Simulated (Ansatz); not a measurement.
# FH4NSi: molecular dynamics, part 2 of 2

Aim: let a guess near a reaction's saddle point go and see which way it falls. Runs: 150 steps of 0.5 fs at constant energy, with velocities drawn for 100 K; 150 steps of 0.5 fs at constant energy, with velocities drawn for 1000 K. Reaction type: 1,2-elimination.

Ansatz 0.2.0; UKS PBE0-D4/cc-pVDZ.

### 6 Run 2

150 steps of 0.5 fs at constant energy, with velocities drawn for 1000 K.

The input, input.yaml:

```yaml
crystal:
  periodic: [false, false, false]
  atoms:
    - { symbol: Si, position_ang: [-0.1303, 0.2595, 0.6433] }
    - { symbol: F, position_ang: [-1.2125, -0.9113, -0.5643] }
    - { symbol: "N", position_ang: [0.8173, 0.0944, -0.7012] }
    - { symbol: H, position_ang: [-0.186, -0.6692, -1.1529] }
    - { symbol: H, position_ang: [-1.0341, 1.3827, 0.8585] }
    - { symbol: H, position_ang: [-0.0002, -0.5469, 1.8521] }
    - { symbol: H, position_ang: [1.7458, 0.3909, -0.9355] }
magnetization:
  spin_polarized: true
basis:
  gaussian: { orbitals: cc-pVDZ }
hamiltonian:
  xc: pbe0
  dispersion: d4
md:
  timestep: 0.5
  n_steps: 150
  ensemble: nve
  temperature: 1000.0
  initial_velocities: maxwell_boltzmann
  seed: 487535
```

Run with:

```sh
> ansatz run input.yaml --threads 1 --pin off --max-ram 2048MiB --backend cpu --events-out ev --progress --plain --runs-dir out
```

Log (excerpt; [...] marks lines left out):

```text
Warning: RAYON_NUM_THREADS=1 ignored (pool sized by the plan → 1); use --threads N
[...]
Functional definition: PBE0
[...]
716 factors; integrals over basis functions are off by at most 3.7e-4 eV
[...]
mean field -12141.06006662 eV, -446.1757279421 hartree, gradient 3.8e-5 eV, S^2 0.000000; 0 other end points of the search recorded, 0 dependent functions left out
[...]
reference -12141.06009012 eV, -446.1757288058 hartree; 17, 17 occupied and 49, 49 virtual orbitals, 716 factors
md step     0: t =     0.00 fs  T =  1000.0 K  F+E_penalty+E_count = -12141.13842151 eV  E_kin = 0.646300 eV  conserved = -12140.49212151 eV  (26 SCF iters)
[...]
md step    19: t =     9.50 fs  T =  1027.9 K  F+E_penalty+E_count = -12141.15759511 eV  E_kin = 0.664362 eV  conserved = -12140.49323268 eV  (31 SCF iters, 3 dispersion substeps)
[...]
md step    38: t =    19.00 fs  T =  2958.6 K  F+E_penalty+E_count = -12142.40657182 eV  E_kin = 1.912157 eV  conserved = -12140.49441449 eV  (30 SCF iters, 3 dispersion substeps)
[...]
md step    57: t =    28.50 fs  T =  2693.2 K  F+E_penalty+E_count = -12142.23559761 eV  E_kin = 1.740619 eV  conserved = -12140.49497842 eV  (27 SCF iters, 3 dispersion substeps)
[...]
md step    74: t =    37.00 fs  T =  4160.1 K  F+E_penalty+E_count = -12143.18359309 eV  E_kin = 2.688666 eV  conserved = -12140.49492710 eV  (30 SCF iters, 3 dispersion substeps)
md step    75: t =    37.50 fs  T =  4389.6 K  F+E_penalty+E_count = -12143.33290755 eV  E_kin = 2.836985 eV  conserved = -12140.49592281 eV  (27 SCF iters, 3 dispersion substeps)
```

### 7 The output, continued: dynamics from the start

Output, continued (excerpt; [...] marks lines left out):

```text
md step    76: t =    38.00 fs  T =  4580.6 K  F+E_penalty+E_count = -12143.45774161 eV  E_kin = 2.960454 eV  conserved = -12140.49728727 eV  (29 SCF iters, 3 dispersion substeps)
[...]
md step    94: t =    47.00 fs  T =  2590.4 K  F+E_penalty+E_count = -12142.16851876 eV  E_kin = 1.674176 eV  conserved = -12140.49434312 eV  (27 SCF iters, 3 dispersion substeps)
[...]
md step   112: t =    56.00 fs  T =  2617.8 K  F+E_penalty+E_count = -12142.18659362 eV  E_kin = 1.691882 eV  conserved = -12140.49471190 eV  (28 SCF iters, 3 dispersion substeps)
[...]
md step   130: t =    65.00 fs  T =  2226.2 K  F+E_penalty+E_count = -12141.93090663 eV  E_kin = 1.438788 eV  conserved = -12140.49211814 eV  (28 SCF iters, 3 dispersion substeps)
[...]
md step   150: t =    75.00 fs  T =  1435.8 K  F+E_penalty+E_count = -12141.42091549 eV  E_kin = 0.927927 eV  conserved = -12140.49298877 eV  (28 SCF iters, 3 dispersion substeps)
Total energy: -12141.42093924 eV, -446.1889897664 hartree
Atom 0 at    -0.290368    -0.073625     0.253703 Å, force     7.606335     4.148953     1.688648 eV/Å
Atom 1 at    -1.608476    -0.745939    -0.030863 Å, force    -5.797361    -3.237974    -3.061336 eV/Å
Atom 2 at     1.524347     0.563680    -0.626713 Å, force    -3.752166    -2.005364     1.291056 eV/Å
Atom 3 at     2.070114    -0.141748    -0.006454 Å, force    -0.678085     0.762248    -2.359764 eV/Å
Atom 4 at    -0.856578     1.145431     0.816985 Å, force     0.167353     0.901025     0.287288 eV/Å
Atom 5 at     0.146267    -1.085993     1.205684 Å, force     0.920724    -0.302890     0.695953 eV/Å
Atom 6 at     1.263727     0.283688    -1.628094 Å, force     1.533201    -0.265998     1.458154 eV/Å
Dipole moment:     0.129465    -0.208213    -0.175074 e Å
```

Run time: 7.6 min. Hardware: 1 thread of Arm Neoverse V1, shared host; peak memory 0.14 GiB.

### 8 What the atoms did

One step in 6; energies are changes from step 0:

| time (fs) | T (K) | potential energy change (meV/atom) | total energy change (meV/atom) | H4–F2 (Å) | Si1–F2 (Å) | H4–N3 (Å) |
| --- | --- | --- | --- | --- | --- | --- |
| 0.0 | 1000 | 0.0 | 0.00 | 1.21 | 2.00 | 1.34 |
| 3.0 | 648 | 32.4 | -0.07 | 1.16 | 2.02 | 1.38 |
| 6.0 | 386 | 56.7 | 0.03 | 1.21 | 2.03 | 1.30 |
| 9.0 | 864 | 12.5 | -0.06 | 1.37 | 2.03 | 1.13 |
| 12.0 | 1839 | -77.4 | 0.11 | 1.66 | 2.02 | 0.96 |
| 15.0 | 2901 | -176.0 | -0.52 | 1.98 | 1.98 | 1.08 |
| 18.0 | 2812 | -167.4 | -0.10 | 2.30 | 1.91 | 1.13 |
| 21.0 | 2989 | -183.8 | -0.14 | 2.51 | 1.81 | 0.95 |
| 24.0 | 3856 | -264.7 | -0.96 | 2.62 | 1.69 | 1.02 |
| 27.0 | 3084 | -192.6 | -0.15 | 2.69 | 1.56 | 1.12 |
| 30.0 | 2172 | -108.6 | -0.40 | 2.73 | 1.46 | 0.96 |
| 33.0 | 2468 | -136.1 | -0.54 | 2.92 | 1.44 | 1.00 |
| 36.0 | 3675 | -247.3 | -0.28 | 3.18 | 1.51 | 1.13 |
| 39.0 | 4722 | -344.7 | -1.01 | 3.33 | 1.64 | 1.00 |
| 42.0 | 3790 | -258.1 | -0.53 | 3.50 | 1.78 | 0.98 |
| 45.0 | 2647 | -152.1 | 0.00 | 3.65 | 1.89 | 1.10 |
| 48.0 | 2659 | -153.8 | -0.62 | 3.60 | 1.97 | 1.00 |
| 51.0 | 2394 | -129.2 | -0.51 | 3.59 | 2.01 | 0.98 |
| 54.0 | 2174 | -108.5 | -0.08 | 3.71 | 2.00 | 1.09 |
| 57.0 | 2801 | -166.7 | -0.41 | 3.84 | 1.97 | 0.99 |
| 60.0 | 3279 | -211.2 | -0.73 | 4.05 | 1.91 | 1.00 |
| 63.0 | 2501 | -138.6 | -0.02 | 4.25 | 1.83 | 1.12 |
| 66.0 | 2303 | -120.4 | -0.13 | 4.23 | 1.73 | 1.05 |
| 69.0 | 2866 | -172.8 | -0.52 | 4.09 | 1.63 | 0.99 |
| 72.0 | 2138 | -105.2 | -0.13 | 3.96 | 1.55 | 1.12 |
| 75.0 | 1436 | -40.4 | -0.12 | 3.73 | 1.51 | 1.09 |

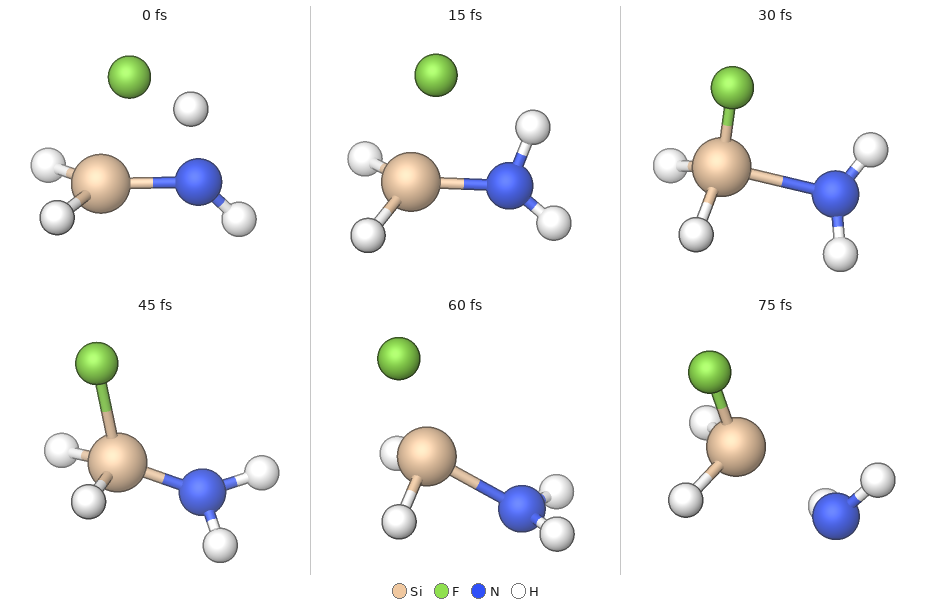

The system at six times, viewed from a chosen angle. Sticks join atoms within a bonding distance in each frame.

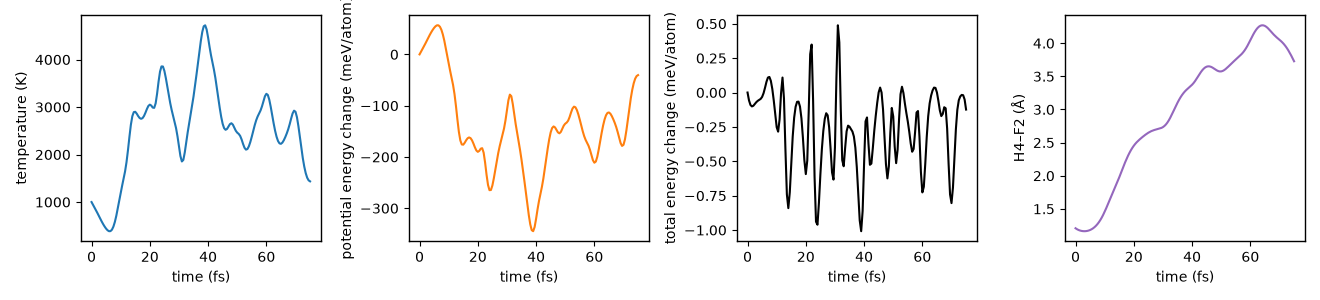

Time series of the run, each on its own scale.

Bonds that form or break, judged by distance (formed within 1.15 times the sum of covalent radii and held on average over 12 fs, broken when stretched by half; pairs already stretched at the start don't count as bonds):

| time (fs) | bond | event |
| --- | --- | --- |
| 9.0 | N3–H4 | forms |
| 19.5 | Si1–F2 | forms |

### 9 Positions and forces

Positions (Å) and forces (eV/Å):

```xyz
7
time_fs=9.5 T=1028 dE=-0.0192
Si   -0.110    0.265    0.603   -5.473   -1.454    3.387
F    -1.256   -0.936   -0.566    0.714    1.395    2.068
N     0.814    0.103   -0.640    3.136    0.270   -2.745
H     0.067   -0.633   -0.954    1.255   -0.045   -1.901
H    -0.909    1.483    0.977    0.220    0.035   -0.076
H     0.009   -0.683    1.762    0.048    0.297    0.125
H     1.673    0.572   -0.868    0.099   -0.499   -0.858
7
time_fs=19.0 T=2959 dE=-1.2681
Si   -0.224    0.217    0.614   -0.096   -2.627   -3.802
F    -1.266   -0.898   -0.479    0.995    2.298    2.788
N     0.973    0.126   -0.723    0.691   -0.694   -2.027
H     0.840   -0.557   -1.546   -0.980    0.647    2.403
H    -0.653    1.655    1.051    0.092   -1.028   -0.514
H     0.057   -0.668    1.846   -0.210    0.566   -0.636
H     1.748    0.606   -1.217   -0.492    0.837    1.788
7
time_fs=28.0 T=2813 dE=-1.1732
Si   -0.333    0.107    0.531    7.499    2.180   -1.523
F    -1.250   -0.784   -0.297   -4.112   -2.867   -2.275
N     1.148    0.164   -0.815   -2.706   -0.673    2.298
H     1.122   -0.606   -1.578    0.519    2.458    1.663
H    -0.517    1.489    0.853   -0.873    1.289    0.003
H     0.003   -0.507    1.791    0.035   -0.829    0.825
H     1.676    1.065   -0.786   -0.363   -1.558   -0.992
7
time_fs=37.5 T=4390 dE=-2.1945
Si   -0.236    0.065    0.418    2.557    2.587    0.392
F    -1.412   -0.782   -0.193   -1.963   -1.726   -1.428
N     1.178    0.221   -0.712    0.341    0.627   -0.460
H     1.529   -0.356   -1.561   -1.089    1.194    2.317
H    -0.819    1.534    0.520    0.719   -1.079    0.180
H    -0.100   -0.605    1.816    0.390    0.469   -0.884
H     1.614    1.203   -0.719   -0.956   -2.073   -0.118
7
time_fs=47.0 T=2590 dE=-1.0301
Si   -0.065    0.098    0.333   -9.934   -3.364    3.317
F    -1.677   -0.878   -0.176    3.648    1.622    0.519
N     1.178    0.289   -0.559    7.402    2.137   -6.140
H     1.756   -0.302   -1.214   -0.945    0.713    1.400
H    -0.822    1.331    0.351    0.084    1.116    0.442
H     0.122   -0.607    1.605    0.260   -0.226    0.413
H     1.402    1.317   -0.755   -0.516   -1.997    0.048
7
time_fs=56.0 T=2618 dE=-1.0482
Si   -0.116    0.061    0.313   -1.810   -0.548   -0.336
F    -1.788   -0.907   -0.142    4.006    2.084    0.663
N     1.389    0.400   -0.582   -2.916    0.202    0.895
H     1.930   -0.472   -0.760    0.115    1.826   -0.917
H    -0.582    1.507    0.490   -0.174   -0.740    0.084
H     0.453   -0.665    1.503   -0.668   -0.173   -0.161
H     1.240    1.375   -1.013    1.447   -2.651   -0.229
7
time_fs=65.5 T=2252 dE=-0.8093
Si   -0.244   -0.009    0.289    2.294   -0.382   -0.295
F    -1.732   -0.847   -0.079    2.240    1.356   -0.064
N     1.500    0.501   -0.582    0.233   -0.785   -2.675
H     2.390   -0.073   -0.744   -1.588   -0.708    1.951
H    -0.490    1.413    0.745   -0.559   -0.546   -0.352
H     0.416   -0.898    1.341   -0.534    0.336   -0.314
H     1.684    0.719   -1.641   -2.085    0.729    1.749
7
time_fs=75.0 T=1436 dE=-0.2825
Si   -0.290   -0.074    0.254    7.606    4.149    1.689
F    -1.609   -0.746   -0.031   -5.797   -3.238   -3.061
N     1.524    0.564   -0.627   -3.752   -2.005    1.291
H     2.070   -0.142   -0.006   -0.678    0.762   -2.360
H    -0.857    1.145    0.817    0.167    0.901    0.287
H     0.146   -1.086    1.206    0.921   -0.303    0.696
H     1.264    0.284   -1.628    1.533   -0.266    1.458
```

Reading of run 2. At the last frame the bonds meant to break are whole and the new ones absent: it fell back to the reactants' side (FH4NSi). The temperature starts at 1000 K and averages 2784 K in the second half, where it ranges from 1436 to 4722 K; the start was no minimum (force components up to 1.8 eV/Å), and the potential energy that it sheds (165 meV/atom) turns into motion, which in so few atoms is no thermal temperature. The total energy strays from its start by at most 1.01 meV/atom, 0.4 % of the mean kinetic energy, which is good for a step of 0.5 fs. The bonding pattern changes, first at 9.0 fs: N3–H4 forms. By that distance rule the pieces at the end are FH4NSi; a long dative bond can count as broken.

### 10 Outcome

This closing draws on all 2 parts.

```
                                 quantity                                     value
                            run 1: length                       150 steps of 0.5 fs
  run 1: temperature, first and last step                            100 and 2563 K
          run 1: temperature, second half           mean 1661 K, from 827 to 2563 K
     run 1: potential energy, second half  -144 meV/atom from this run's first step
run 1: largest change of the total energy                             1.54 meV/atom
            run 1: bonds formed or broken                                         2
                            run 2: length                       150 steps of 0.5 fs
  run 2: temperature, first and last step                           1000 and 1436 K
          run 2: temperature, second half          mean 2784 K, from 1436 to 4722 K
     run 2: potential energy, second half  -165 meV/atom from this run's first step
run 2: largest change of the total energy                             1.01 meV/atom
            run 2: bonds formed or broken                                         2
```

What this shows: Mean temperatures of the second halves: 1661 K, 2784 K. Bonds changed in run 1, run 2. Run 1: at the last frame the bonds meant to break are whole and the new ones absent: it fell back to the reactants' side (FH4NSi). Run 2: at the last frame the bonds meant to break are whole and the new ones absent: it fell back to the reactants' side (FH4NSi). Averages from a run of 75 fs with 7 atoms are rough. The nuclei move classically, without zero-point motion, which matters most for hydrogen.
